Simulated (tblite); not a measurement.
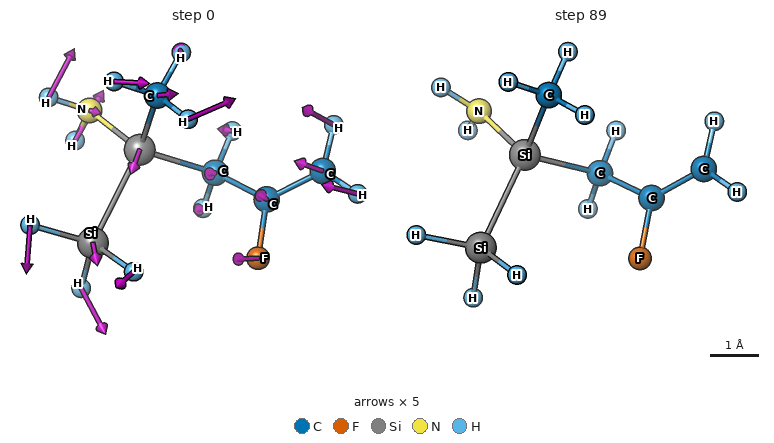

The structure of C$_{4}$H$_{12}$FNSi$_{2}$ before (left) and after (right) a relaxation, at one scale. The purple arrows give the displacements, 5 times their true length.

Style: ball-and-stick. Shown face on.

Computed with GFN2-xTB geometry optimisation, gas phase (tblite). 

> Summarise the run.

After 89 geometry steps the energy has fallen by 0.314 eV. The largest move after the best rigid fit is that of an H atom, 0.28 Å. Largest moves by element: H 0.28 Å, F 0.23 Å, C 0.16 Å, Si 0.13 Å, N 0.06 Å. Among the contacts that change: C–Si 1.882 → 1.934 Å, C–Si 1.871 → 1.905 Å, Si–Si 2.358 → 2.328 Å, H–N 1.033 → 1.008 Å. Bond angles that change, for instance: Si–N–H 110.4° → 119.2°, C–Si–N 109.8° → 101.9°, Si–N–H 110.6° → 118.1°. Cost: 0.76 s on 1 thread of Arm Neoverse V1, with other jobs on the host.
